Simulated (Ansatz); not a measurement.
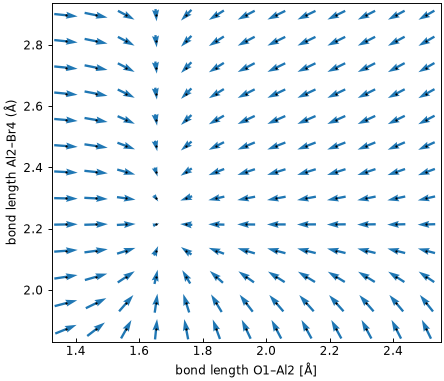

AlBrFHO, SMILES [OH][Al]([F])[Br]. The first coordinate is: bond length O1–Al2; the second: bond length Al2–Br4. Nothing is relaxed (all other coordinates rigid). Grid: 13 × 13 points. The reference is spin-restricted, which grows unreliable where a bond is stretched far. Method: RKS CAM-B3LYP-D4/def2-TZVP in Ansatz.

The picture shows dots at the grid points, arrows along the force (downhill), their lengths compressed.

The arrows alone are given. Where is the energy lowest?

Answer. The arrows converge at about bond length O1–Al2 = 1.670 Å, bond length Al2–Br4 = 2.229 Å (read from the interpolated surface).

The energy map of the same scan:

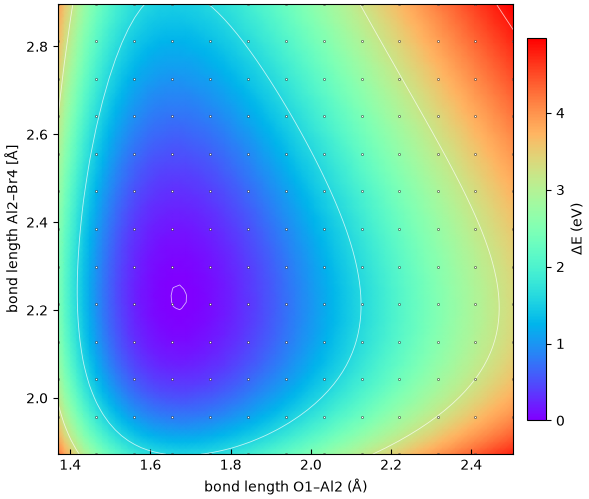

Energies are in eV, from the lowest grid point; between grid points the surface is interpolated.
